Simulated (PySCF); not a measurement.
# One shape, several levels: CH5Al (SMILES [CH3][AlH2])

Aim: a comparison of 6 runs (MP2/STO-6G, BCCD(T)/STO-6G, CCSDT/STO-6G, QCISD(T)/STO-6G, CISD/STO-6G, CCSD(T)/STO-6G) of CH5Al. The job is set up through a Python script.

The calculation is run with PySCF 2.14.0.

4 further runs of the same task are left out: 4 set aside as unsound or not needed.

**1. Starting point**

CH5Al has 7 atoms, charge 0, and is taken as a singlet. SMILES: `[CH3][AlH2]`. The C1–H5 distance was set to 1.640 Å, away from the relaxed value. At this shape a bond of the SMILES string is far longer than usual.

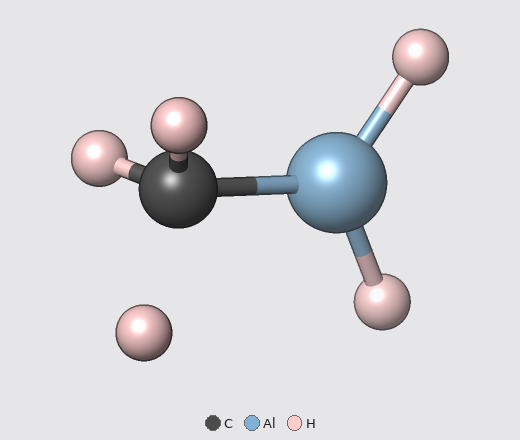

Viewed from a chosen angle; carbon dark grey, aluminium light blue, hydrogen pink.

**2. A single-point energy at MP2/STO-6G (run 1)**

calc.py reads:

```python
from pyscf import gto, mp

mol = gto.M(
    atom=[
    ('C', (-0.769470, -0.330627, -0.105434)),
    ('Al', (0.241930, 1.143273, 0.674766)),
    ('H', (-1.384070, -0.854627, 0.630866)),
    ('H', (-1.455370, 0.058573, -0.868134)),
    ('H', (0.193400, -1.425500, -0.855600)),
    ('H', (-0.304970, 1.914273, 1.953466)),
    ('H', (1.613830, 1.616573, 0.024666)),
],
    spin=0,
    verbose=4,
    max_memory=1860,
    basis='sto-6g',
)

mf = mol.RHF()
mf.conv_tol = 1e-10
mf.kernel()
if not mf.converged:
    mf = mf.newton().run(mf.mo_coeff, mf.mo_occ)

pt = mp.MP2(mf, frozen=6).run()
energy = pt.e_tot
print('E(%s) = %.9f' % ('MP2', energy))
```

Command:

```console
$ OMP_NUM_THREADS=1 python calc.py
```

Log:

```text
PySCF version 2.14.0

[INPUT] num. atoms = 7
[INPUT] num. electrons = 24
[INPUT] charge = 0
[INPUT] spin (= nelec alpha-beta = 2S) = 0
[INPUT] symmetry False subgroup None
[INPUT] Mole.unit = angstrom
[INPUT] Symbol           X                Y                Z      unit          X                Y                Z       unit  Magmom
[INPUT]  1 C     -0.769470000000  -0.330627000000  -0.105434000000 AA   -1.454087561069  -0.624794479387  -0.199241384217 Bohr   0.0
[INPUT]  2 Al     0.241930000000   1.143273000000   0.674766000000 AA    0.457181441316   2.160472855610   1.275122938168 Bohr   0.0
[INPUT]  3 H     -1.384070000000  -0.854627000000   0.630866000000 AA   -2.615513237227  -1.615010968659   1.192163961300 Bohr   0.0
[INPUT]  4 H     -1.455370000000   0.058573000000  -0.868134000000 AA   -2.750250709908   0.110686928294  -1.640535499423 Bohr   0.0
[INPUT]  5 H      0.193400000000  -1.425500000000  -0.855600000000 AA    0.365473032491  -2.693804590567  -1.616849672178 Bohr   0.0
[INPUT]  6 H     -0.304970000000   1.914273000000   1.953466000000 AA   -0.576309776209   3.617451697650   3.691515733650 Bohr   0.0
[INPUT]  7 H      1.613830000000   1.616573000000   0.024666000000 AA    3.049696711607   3.054880230367   0.046611984589 Bohr   0.0

nuclear repulsion = 49.1302178905325
number of shells = 13
number of NR pGTOs = 114
number of NR cGTOs = 19
basis = sto-6g
ecp = {}

******** <class 'pyscf.scf.hf.RHF'> ********
method = RHF
initial guess = minao
damping factor = 0
level_shift factor = 0
DIIS = <class 'pyscf.scf.diis.CDIIS'>
diis_start_cycle = 1
diis_space = 8
diis_damp = 0
SCF conv_tol = 1e-10
SCF conv_tol_grad = None
SCF max_cycles = 50
direct_scf = True
direct_scf_tol = 1e-13
Set gradient conv threshold to 1e-05
Initial guess from minao.
init E= -280.939479652745
  HOMO = -0.257277888140017  LUMO = 0.13360290782166  gap/eV = 10.63641
cycle= 1 E= -281.526144402416  delta_E= -0.587  |g|= 0.189  |ddm|= 2.64
  HOMO = -0.300649617596496  LUMO = 0.304942890110888  gap/eV = 16.47901
cycle= 2 E= -281.544378654223  delta_E= -0.0182  |g|= 0.0523  |ddm|= 0.364
  HOMO = -0.315046184964788  LUMO = 0.308987611779393  gap/eV = 16.98082
cycle= 3 E= -281.54588491654  delta_E= -0.00151  |g|= 0.0196  |ddm|= 0.114
  HOMO = -0.311541134246502  LUMO = 0.311327846711187  gap/eV = 16.94913
cycle= 4 E= -281.546058861734  delta_E= -0.000174  |g|= 0.00229  |ddm|= 0.0369
  HOMO = -0.312229052777188  LUMO = 0.310326151021693  gap/eV = 16.94059
cycle= 5 E= -281.546062695652  delta_E= -3.83e-06  |g|= 0.000731  |ddm|= 0.00493
  HOMO = -0.312268973196325  LUMO = 0.310330595809786  gap/eV = 16.94180
cycle= 6 E= -281.546063291389  delta_E= -5.96e-07  |g|= 0.000149  |ddm|= 0.00229
  HOMO = -0.312291614646106  LUMO = 0.310349026738119  gap/eV = 16.94291
cycle= 7 E= -281.546063317662  delta_E= -2.63e-08  |g|= 2.04e-05  |ddm|= 0.000529
  HOMO = -0.312294856772925  LUMO = 0.310347505512149  gap/eV = 16.94296
cycle= 8 E= -281.54606331803  delta_E= -3.68e-10  |g|= 2.1e-06  |ddm|= 6.03e-05
  HOMO = -0.31229513245494  LUMO = 0.31034780275393  gap/eV = 16.94298
cycle= 9 E= -281.546063318033  delta_E= -3.18e-12  |g|= 2.57e-07  |ddm|= 6.06e-06
  HOMO = -0.312295113605296  LUMO = 0.310347854263873  gap/eV = 16.94298
Extra cycle  E= -281.546063318034  delta_E= -4.55e-13  |g|= 8.53e-08  |ddm|= 4.89e-07
converged SCF energy = -281.546063318034

******** <class 'pyscf.mp.mp2.RMP2'> ********
nocc = 6, nmo = 13
frozen orbitals 6
E(RMP2) = -281.653893328719  E_corr = -0.107830010685673
E(SCS-RMP2) = -281.668001114493  E_corr = -0.121937796459164
E_corr(same-spin) = -0.00860563426574298
E_corr(oppo-spin) = -0.0992243764199302
E(MP2) = -281.653893329
```

Wall time 0.97 s (1 thread of Arm Neoverse V1, shared host); peak memory 0.12 GiB.

**3. A single-point energy at BCCD(T)/STO-6G (run 2)**

run.py reads:

```python
from pyscf import gto, cc
from pyscf.cc.bccd import bccd_kernel_

mol = gto.M(
    atom='''
C     -0.769470    -0.330627    -0.105434
Al     0.241930     1.143273     0.674766
H     -1.384070    -0.854627     0.630866
H     -1.455370     0.058573    -0.868134
H      0.193400    -1.425500    -0.855600
H     -0.304970     1.914273     1.953466
H      1.613830     1.616573     0.024666
''',
    max_memory=1860,
    basis='sto-6g',
    verbose=3,
    spin=0,
)

mf = mol.RHF()
mf.conv_tol = 1e-10
mf.kernel()
if not mf.converged:
    mf = mf.newton().run(mf.mo_coeff, mf.mo_occ)

mycc = cc.CCSD(mf, frozen=6).run()
mycc = bccd_kernel_(mycc, diis=True)
e_t = mycc.ccsd_t()
e_final = mycc.e_tot + e_t
print(f'total energy: {e_final:.8f} hartree')
```

Command:

```console
$ OMP_NUM_THREADS=1 python run.py
```

Log:

```text
converged SCF energy = -281.546063318034
E(CCSD) = -281.6990381093829  E_corr = -0.1529747913493535
BCCD loop starts.

******** <class 'pyscf.cc.ccsd.CCSD'> ********
CC2 = 0
CCSD nocc = 6, nmo = 13
frozen orbitals 6
max_cycle = 50
direct = 0
conv_tol = 1e-07
conv_tol_normt = 1e-05
diis_space = 6
diis_start_cycle = 0
diis_start_energy_diff = 1e+09
Init E_corr(CCSD) = -0.152761552357327
cycle = 1  E_corr(CCSD) = -0.154446321612847  dE = -0.00168476926  norm(t1,t2) = 0.0234242
cycle = 2  E_corr(CCSD) = -0.154203578827945  dE = 0.000242742785  norm(t1,t2) = 0.004759
cycle = 3  E_corr(CCSD) = -0.154044713865224  dE = 0.000158864963  norm(t1,t2) = 0.00153963
cycle = 4  E_corr(CCSD) = -0.154000344153257  dE = 4.4369712e-05  norm(t1,t2) = 0.000286883
cycle = 5  E_corr(CCSD) = -0.153991692771151  dE = 8.65138211e-06  norm(t1,t2) = 8.5143e-05
cycle = 6  E_corr(CCSD) = -0.153990627737342  dE = 1.06503381e-06  norm(t1,t2) = 2.62281e-05
cycle = 7  E_corr(CCSD) = -0.153990298336061  dE = 3.2940128e-07  norm(t1,t2) = 8.48891e-06
cycle = 8  E_corr(CCSD) = -0.153990192471547  dE = 1.05864514e-07  norm(t1,t2) = 2.81952e-06
cycle = 9  E_corr(CCSD) = -0.153990134159511  dE = 5.83120363e-08  norm(t1,t2) = 1.04057e-06
CCSD converged
E(CCSD) = -281.6989813787953  E_corr = -0.1539901341595112
BCC iter:    0  E:    -281.698981378795  dE:    5.673e-05  |t1|:    3.937e-03

******** <class 'pyscf.cc.ccsd.CCSD'> ********
CC2 = 0
CCSD nocc = 6, nmo = 13
frozen orbitals 6
max_cycle = 50
direct = 0
conv_tol = 1e-07
conv_tol_normt = 1e-05
diis_space = 6
diis_start_cycle = 0
diis_start_energy_diff = 1e+09
Init E_corr(CCSD) = -0.153884546022821
cycle = 1  E_corr(CCSD) = -0.153728990675226  dE = 0.000155555348  norm(t1,t2) = 0.00361435
cycle = 2  E_corr(CCSD) = -0.153756341233986  dE = -2.73505588e-05  norm(t1,t2) = 0.000557872
cycle = 3  E_corr(CCSD) = -0.153775455460134  dE = -1.91142261e-05  norm(t1,t2) = 0.000155627
cycle = 4  E_corr(CCSD) = -0.15378016440719  dE = -4.70894706e-06  norm(t1,t2) = 2.0934e-05
cycle = 5  E_corr(CCSD) = -0.153781894460612  dE = -1.73005342e-06  norm(t1,t2) = 7.28782e-06
cycle = 6  E_corr(CCSD) = -0.153782235819513  dE = -3.41358901e-07  norm(t1,t2) = 2.36848e-06
cycle = 7  E_corr(CCSD) = -0.153782295247191  dE = -5.94276783e-08  norm(t1,t2) = 9.55382e-07
CCSD converged
E(CCSD) = -281.6989905847931  E_corr = -0.1537822952471913
BCC iter:    1  E:    -281.698990584793  dE:   -9.206e-06  |t1|:    3.873e-04

******** <class 'pyscf.cc.ccsd.CCSD'> ********
CC2 = 0
CCSD nocc = 6, nmo = 13
frozen orbitals 6
max_cycle = 50
direct = 0
conv_tol = 1e-07
conv_tol_normt = 1e-05
diis_space = 6
diis_start_cycle = 0
diis_start_energy_diff = 1e+09
Init E_corr(CCSD) = -0.153784458313608
cycle = 1  E_corr(CCSD) = -0.153789319876863  dE = -4.86156326e-06  norm(t1,t2) = 0.000395466
cycle = 2  E_corr(CCSD) = -0.153788647975114  dE = 6.71901749e-07  norm(t1,t2) = 3.09057e-05
cycle = 3  E_corr(CCSD) = -0.15378819551006  dE = 4.52465054e-07  norm(t1,t2) = 8.60205e-06
cycle = 4  E_corr(CCSD) = -0.153788049786247  dE = 1.45723813e-07  norm(t1,t2) = 1.35815e-06
cycle = 5  E_corr(CCSD) = -0.153787955123498  dE = 9.46627486e-08  norm(t1,t2) = 5.09276e-07
CCSD converged
E(CCSD) = -281.6989897941912  E_corr = -0.1537879551234982
BCC iter:    2  E:    -281.698989794191  dE:    7.906e-07  |t1|:    3.565e-05

******** <class 'pyscf.cc.ccsd.CCSD'> ********
CC2 = 0
CCSD nocc = 6, nmo = 13
frozen orbitals 6
max_cycle = 50
direct = 0
conv_tol = 1e-07
conv_tol_normt = 1e-05
diis_space = 6
diis_start_cycle = 0
diis_start_energy_diff = 1e+09
Init E_corr(CCSD) = -0.153788182508359
cycle = 1  E_corr(CCSD) = -0.153788590624317  dE = -4.08115957e-07  norm(t1,t2) = 3.42279e-05
cycle = 2  E_corr(CCSD) = -0.153788499702105  dE = 9.09222119e-08  norm(t1,t2) = 2.67786e-06
CCSD converged
E(CCSD) = -281.6989898978499  E_corr = -0.1537884997021046
BCC iter:    3  E:    -281.698989897850  dE:   -1.037e-07  |t1|:    7.963e-07
CCSD(T) correction = -0.00127029579375896
total energy: -281.70026019 hartree
```

Run time: 1.3 s. Hardware: 1 thread of Arm Neoverse V1, shared host; peak memory 0.12 GiB.

Runs 3 to 5 aren't shown in full; the table further down has their settings and results.

**4. A single-point energy at CCSD(T)/STO-6G (run 6)**

input.py reads:

```python
from pyscf import gto, scf, cc

molecule = gto.Mole()
molecule.atom = '''
C     -1.454088    -0.624794    -0.199241
Al     0.457181     2.160473     1.275123
H     -2.615513    -1.615011     1.192164
H     -2.750251     0.110687    -1.640535
H      0.365473    -2.693805    -1.616850
H     -0.576310     3.617452     3.691516
H      3.049697     3.054880     0.046612
'''
molecule.unit = 'bohr'
molecule.max_memory = 1860
molecule.verbose = 4
molecule.spin = 0
molecule.basis = 'sto-6g'
molecule.build()

myscf = scf.RHF(molecule)
myscf.conv_tol = 1e-10
myscf.kernel()
if not myscf.converged:
    myscf = myscf.newton().run(myscf.mo_coeff, myscf.mo_occ)

mycc = cc.CCSD(myscf, frozen=6)
mycc.kernel()
e_t = mycc.ccsd_t()
e_final = mycc.e_tot + e_t
print('E = %.10f Eh' % e_final)
```

Command:

```console
$ OMP_NUM_THREADS=1 python input.py
```

Log:

```text
PySCF version 2.14.0

[... 59 lines left out ...]
converged SCF energy = -281.546063127923
[... 1 line left out ...]
******** <class 'pyscf.cc.ccsd.CCSD'> ********
CC2 = 0
CCSD nocc = 6, nmo = 13
frozen orbitals 6
max_cycle = 50
direct = 0
conv_tol = 1e-07
conv_tol_normt = 1e-05
diis_space = 6
diis_start_cycle = 0
diis_start_energy_diff = 1e+09
Init t2, MP2 energy = -281.653893164466  E_corr(MP2) -0.107830036543414
Init E_corr(CCSD) = -0.107830036543417
cycle = 1  E_corr(CCSD) = -0.135029476351443  dE = -0.0271994398  norm(t1,t2) = 0.0616616
cycle = 2  E_corr(CCSD) = -0.145283898923392  dE = -0.0102544226  norm(t1,t2) = 0.0263867
cycle = 3  E_corr(CCSD) = -0.152800671961049  dE = -0.00751677304  norm(t1,t2) = 0.0118217
cycle = 4  E_corr(CCSD) = -0.152942704205285  dE = -0.000142032244  norm(t1,t2) = 0.00152642
cycle = 5  E_corr(CCSD) = -0.152947223827451  dE = -4.51962217e-06  norm(t1,t2) = 0.000448162
cycle = 6  E_corr(CCSD) = -0.152973641082772  dE = -2.64172553e-05  norm(t1,t2) = 0.00014489
cycle = 7  E_corr(CCSD) = -0.152974604360263  dE = -9.63277492e-07  norm(t1,t2) = 3.6659e-05
cycle = 8  E_corr(CCSD) = -0.152974820283102  dE = -2.15922839e-07  norm(t1,t2) = 1.05242e-05
cycle = 9  E_corr(CCSD) = -0.152974838942263  dE = -1.8659161e-08  norm(t1,t2) = 4.28939e-06
CCSD converged
E(CCSD) = -281.6990379668651  E_corr = -0.1529748389422631
CCSD(T) correction = -0.00124907116064219
E = -281.7002870380 Eh
```

It took 0.99 s on 1 thread of Arm Neoverse V1, shared host; peak memory 0.1 GiB.

**5. All runs side by side**

```csv
run,level,energy (Eh),dipole moment (D) of the reference,HOMO energy (eV),LUMO energy (eV),wall time
1,MP2/STO-6G,-281.653893,0.65,-8.50,8.44,0.97 s
2,BCCD(T)/STO-6G,-281.700260,–,–,–,1.3 s
3,CCSDT/STO-6G,-281.700658,0.65,-8.50,8.44,1.4 s
4,QCISD(T)/STO-6G,-281.700301,0.65,-8.50,8.44,1.1 s
5,CISD/STO-6G,-281.687122,0.65,-8.50,8.44,1 s
6,CCSD(T)/STO-6G,-281.700287,0.65,-8.50,8.44,0.99 s
```

**6. Outcome**

| quantity | value |
| --- | --- |
| run 6: total energy | -281.70029 Eh |
| run 6: dipole moment (Hartree–Fock density) | 0.65 D |
| run 6: HOMO energy (Hartree–Fock orbitals) | -8.50 eV |
| run 6: LUMO energy (Hartree–Fock orbitals) | 8.44 eV |
| run 6: HOMO–LUMO gap (Hartree–Fock orbitals) | 16.94 eV |
| run 6: correlation energy (6 core orbitals frozen) | -154.2 mEh |
| run 6: (T) correction | -1.25 mEh |
| run 6: T1 diagnostic | 0.008 |

In words: In runs 1, 2, 3, 4, 5, 6 the basis is minimal, so the values are rough. All runs together took 6.8 s, the longest 1.4 s.
